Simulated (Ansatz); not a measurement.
# doublet [BHF2]+: levels of theory compared

Wanted: a comparison of 5 runs (UBHLYP/def2-TZVPP, UBLYP/def2-TZVPP, UPBE-QIDH/def2-TZVPP, UPBE/def2-TZVPP, USVWN5/def2-TZVPP) of doublet [BHF2]+. 

The calculation is run with Ansatz 0.2.0.

46 further runs of the same task are left out: 46 set aside as unsound or not needed.

## Step 1: The molecule

The species is [BHF2]+ (4 atoms), meant as a doublet with charge +1. As SMILES of the parent species, `FBF`. The shape is that of a PBE0-D4/def2-TZVP optimisation. That shape belongs to the parent species and isn't relaxed for this state.

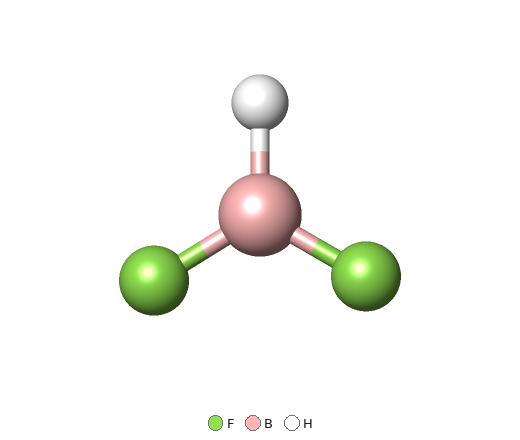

Viewed from a chosen angle; fluorine green, boron pink, hydrogen white.

## Step 2: The energy at UBHLYP/def2-TZVPP (run 1)

Input file input.yaml:

```yaml
crystal:
  periodic: [false, false, false]
  atoms:
    - symbol: F
      position_ang: [1.154300, 0.456900, -0.361900]
    - symbol: B
      position_ang: [-0.001900, -0.031000, 0.025200]
    - symbol: F
      position_ang: [-1.095400, 0.528700, -0.438900]
    - symbol: H
      position_ang: [-0.057000, -0.954600, 0.775600]
basis:
  gaussian:
    orbitals: def2-TZVPP
total_charge: 1
magnetization:
  spin_polarized: true
  initial_magnetization: 1
hamiltonian:
  xc: {name: BHLYP}
accuracy: high
output: {orbitals: {seedname: orbitals}}
```

Run with:

```
$ ansatz run input.yaml --threads 1 --pin off --max-ram 3480MiB --events-out events.jsonl --progress --plain --runs-dir runs
```

Log:

```text
Warning: RAYON_NUM_THREADS=1 ignored (pool sized by the plan → 1); use --threads N
Functional definition: BHLYP
  name "BHLYP"
  parameter a = 0.5
  exchange = (1 - a)*b88_x + a*exact_x
  correlation = lyp_c
1729 factors; integrals over basis functions are off by at most 3.4e-9 eV
mean field evaluation 1: about -6105.8070 eV, gradient 5.8e1 eV
mean field evaluation 2: about -6094.1195 eV, gradient 8.5e1 eV
mean field evaluation 4: about -6115.4514 eV, gradient 1.4e0 eV
mean field evaluation 8: about -6115.4936 eV, gradient 1.5e-1 eV
mean field evaluation 16: about -6115.4937 eV, gradient 1.7e-4 eV
mean field evaluation 32: about -6115.1324 eV, gradient 1.9e0 eV
mean field -6115.49370654 eV, -224.7402484848 hartree, gradient 6.7e-8 eV, S^2 0.761219; 2 other end points of the search recorded, 0 dependent functions left out
reference -6115.49372497 eV, -224.7402491620 hartree; 12, 11 occupied and 95, 96 virtual orbitals, 1729 factors
Total energy: -6115.49372497 eV, -224.7402491620 hartree
```

It took 10 s on 1 thread of Intel Xeon Platinum 8175M at 2.50GHz (Skylake/Cascade Lake), shared host; peak memory 0.33 GiB.

## Step 3: The energy at UBLYP/def2-TZVPP (run 2)

Input file job.yaml:

```yaml
crystal:
  periodic: [false, false, false]
  atoms:
    - {symbol: F, position_ang: [1.154300, 0.456900, -0.361900]}
    - {symbol: B, position_ang: [-0.001900, -0.031000, 0.025200]}
    - {symbol: F, position_ang: [-1.095400, 0.528700, -0.438900]}
    - {symbol: H, position_ang: [-0.057000, -0.954600, 0.775600]}
basis:
  gaussian:
    orbitals: def2-TZVPP
total_charge: 1
magnetization:
  spin_polarized: true
  initial_magnetization: 1
hamiltonian:
  xc: {name: BLYP}
accuracy: high
output:
  orbitals: {seedname: orbitals}
```

Run with:

```
$ ansatz run job.yaml --threads 1 --pin off --max-ram 3480MiB --events-out events.jsonl --progress --plain --runs-dir runs
```

Log:

```text
Warning: RAYON_NUM_THREADS=1 ignored (pool sized by the plan → 1); use --threads N
Functional definition: BLYP
  name "BLYP"
  parameter beta = 0.0042
  parameter a = 0.04918
  parameter b = 0.132
  parameter c = 0.2533
  parameter d = 0.349
  exchange = b88_x(beta = beta)
  correlation = lyp_c(a = a, b = b, c = c, d = d)
1729 factors; integrals over basis functions are off by at most 3.4e-9 eV
mean field evaluation 1: about -6102.7004 eV, gradient 7.4e1 eV
mean field evaluation 2: about -6007.3162 eV, gradient 1.8e2 eV
mean field evaluation 4: about -6116.8023 eV, gradient 1.6e1 eV
mean field evaluation 8: about -6117.9486 eV, gradient 3.3e-1 eV
mean field evaluation 16: about -6117.9458 eV, gradient 9.5e-5 eV
mean field evaluation 32: about -6116.0289 eV, gradient 9.7e-1 eV
mean field -6117.94579535 eV, -224.8303610866 hartree, gradient 2.7e-8 eV, S^2 0.752603; 2 other end points of the search recorded, 0 dependent functions left out
reference -6117.94583455 eV, -224.8303625271 hartree; 12, 11 occupied and 95, 96 virtual orbitals, 1729 factors
Total energy: -6117.94583455 eV, -224.8303625271 hartree
```

Run time: 8.1 s. Hardware: 1 thread of Intel Xeon Platinum 8175M at 2.50GHz (Skylake/Cascade Lake), shared host; peak memory 0.27 GiB.

Runs 3 to 4 aren't shown in full; the table further down has their settings and results.

## Step 4: A single-point energy at USVWN5/def2-TZVPP (run 5)

Input file run.yaml:

```yaml
crystal:
  periodic: [false, false, false]
  atoms:
    - symbol: F
      position_ang: [1.154300, 0.456900, -0.361900]
    - symbol: B
      position_ang: [-0.001900, -0.031000, 0.025200]
    - symbol: F
      position_ang: [-1.095400, 0.528700, -0.438900]
    - symbol: H
      position_ang: [-0.057000, -0.954600, 0.775600]
basis:
  gaussian: {orbitals: def2-TZVPP}
total_charge: 1
magnetization: {spin_polarized: true, initial_magnetization: 1}
hamiltonian: {xc: {name: SVWN5}}
accuracy: high
output: {orbitals: {seedname: orbitals}}
```

Run with:

```
$ ansatz run run.yaml --threads 1 --pin off --max-ram 3480MiB --events-out events.jsonl --progress --plain --runs-dir runs
```

Log:

```text
Warning: RAYON_NUM_THREADS=1 ignored (pool sized by the plan → 1); use --threads N
Functional definition: SVWN5
  name "SVWN5"
  exchange = slater_x
  correlation = vwn5_c
1729 factors; integrals over basis functions are off by at most 3.4e-9 eV
mean field evaluation 1: about -6062.4018 eV, gradient 7.0e1 eV
mean field evaluation 2: about -5977.2810 eV, gradient 1.7e2 eV
mean field evaluation 4: about -6075.2540 eV, gradient 1.5e1 eV
mean field evaluation 8: about -6076.1952 eV, gradient 3.6e-1 eV
mean field evaluation 16: about -6076.1922 eV, gradient 1.7e-4 eV
mean field evaluation 32: about -6074.0309 eV, gradient 1.8e-2 eV
mean field -6076.19216691 eV, -223.2959435430 hartree, gradient 1.3e-8 eV, S^2 0.751424; 2 other end points of the search recorded, 0 dependent functions left out
reference -6076.19216961 eV, -223.2959436423 hartree; 12, 11 occupied and 95, 96 virtual orbitals, 1729 factors
Total energy: -6076.19216961 eV, -223.2959436423 hartree
```

It took 4.8 s on 1 thread of Intel Xeon Platinum 8175M at 2.50GHz (Skylake/Cascade Lake), shared host; peak memory 0.26 GiB.

## Step 5: All runs side by side

```
run                 level  frozen core orbitals  energy (Eh)  HOMO energy (eV)  LUMO energy (eV)   ⟨S²⟩  wall time
  1     UBHLYP/def2-TZVPP                     –  -224.740249            -22.04            -16.23  0.761       10 s
  2      UBLYP/def2-TZVPP                     –  -224.830363            -18.68            -17.84  0.753      8.1 s
  3  UPBE-QIDH/def2-TZVPP                     3  -224.567999            -23.25            -15.10  0.764       18 s
  4       UPBE/def2-TZVPP                     –  -224.618587            -18.74            -17.88  0.752      7.5 s
  5     USVWN5/def2-TZVPP                     –  -223.295944            -18.97            -18.13  0.751      4.8 s
```

## Step 6: Summary of results

| quantity | value |
| --- | --- |
| run 5: total energy | -223.29594 Eh |
| run 5: HOMO energy (highest over α and β) | -18.97 eV |
| run 5: LUMO energy (lowest over α and β) | -18.13 eV |
| run 5: ⟨S²⟩ | 0.751 |

In words: Totals of different functionals can't be ranked against each other. All runs together took 49 s, the longest 18 s.
